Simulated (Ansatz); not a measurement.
# Cl$_{2}$F$_{2}$Si (SMILES F[Si](F)(Cl)Cl): what the fields show

Input file:

```
crystal:
  periodic: [false, false, false]
  atoms:
    - {symbol: F, position_ang: [0.087662, -0.243495, 1.592194]}
    - {symbol: Si, position_ang: [0.054174, -0.066871, 0.031986]}
    - {symbol: F, position_ang: [1.053277, -1.108609, -0.586999]}
    - {symbol: Cl, position_ang: [-1.799287, -0.444278, -0.639466]}
    - {symbol: Cl, position_ang: [0.654075, 1.789653, -0.439215]}
basis:
  gaussian: {orbitals: def2-TZVPP}
hamiltonian: {xc: pbe0, dispersion: d4}
output: {orbitals: {seedname: orbitals}}
```

Launched as:

```sh
ansatz run in.yaml --threads 2 --pin off --events-out ev --progress --plain --max-ram 22528MiB --backend cpu
```

Geometry: PBE0-D4/def2-TZVP.

The calculation used RKS PBE0-D4/def2-TZVPP in Ansatz 0.2.0.

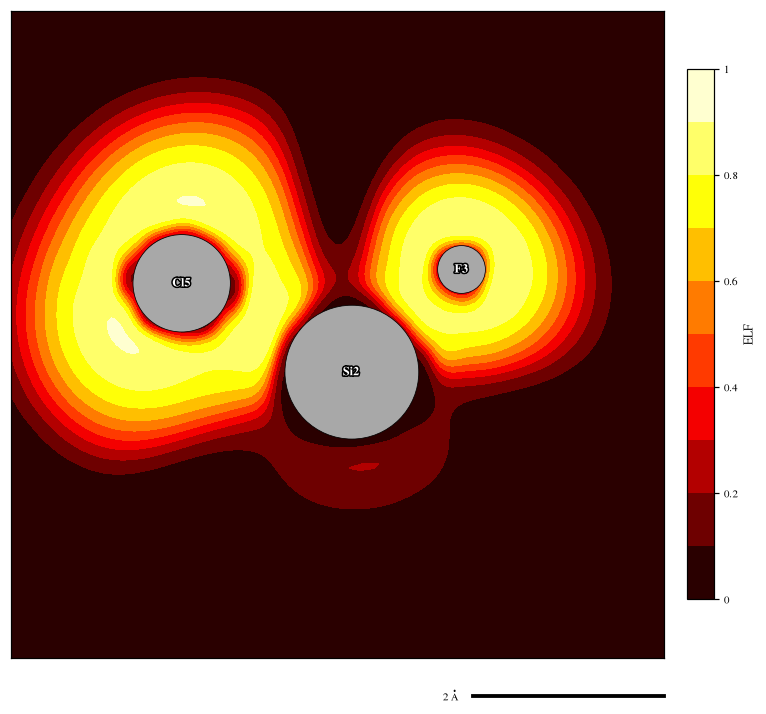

Figure 1. Electron localisation function on the plane of atoms F3, Si2 and Cl5. Grey discs cover the atomic cores.

Q: What does the map show?

A:
- The section cuts through Si, F and Cl sites.
- Si–F (1.57 Å): the ELF peaks at about 0.85 in the valence shell of F, 0.6 Å from its nucleus, and is about 0.55 at the midpoint.
- Si–Cl (2.01 Å): the ELF peaks at about 0.85 between the atoms; a shared but strongly polarised pair.
- The ELF also peaks beside Cl5 and F3, away from the bonds: lone-pair regions.

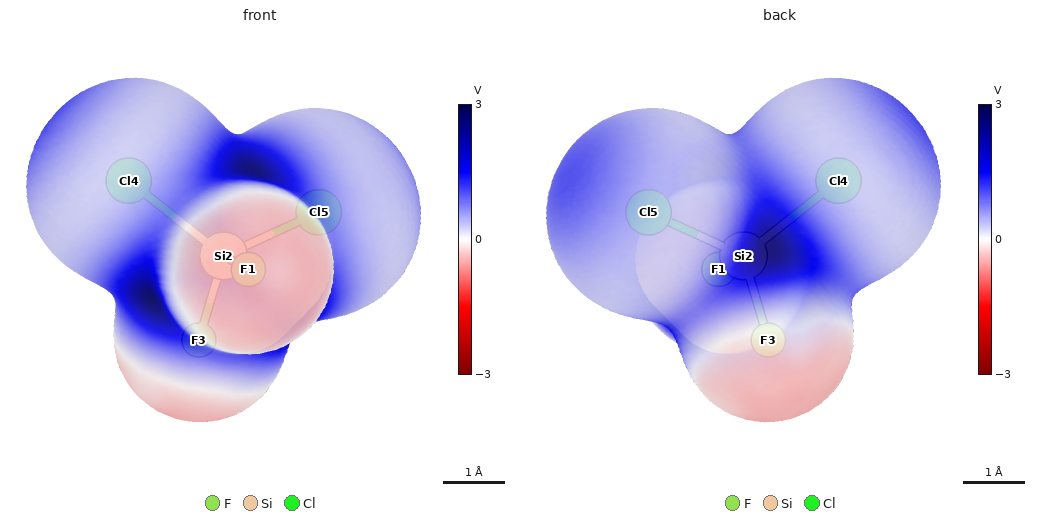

Figure 2. The molecular electrostatic potential painted on the density surface at 0.004 e/bohr³, seen from the front and from behind; red is negative and blue positive.

Q: Where is the surface potential most negative and most positive?

A: The most negative region (about −0.4 V) lies over F1 and F3, the most positive (about +2.7 V) over Si2. Cl4 shows a σ-hole: about +1.0 V at the tip opposite its bond, against about +0.3 V on its flanks. Cl5 shows a σ-hole: about +1.1 V at the tip opposite its bond, against about +0.3 V on its flanks.

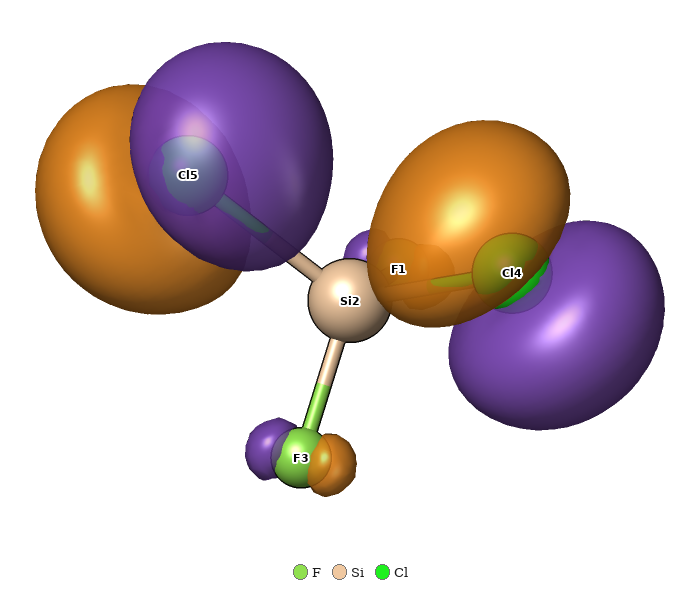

Figure 3. The HOMO at ±0.1 Å⁻³ᐟ² (orange and purple are the two phases), seen at an oblique angle.

Q: Where does this orbital lie, and at what energy?

A: It lies mainly on Cl4 (about 45 %) and Cl5 (about 45 %); largely a combination of lone pairs on Cl4 and Cl5. Its energy is −9.93 eV.
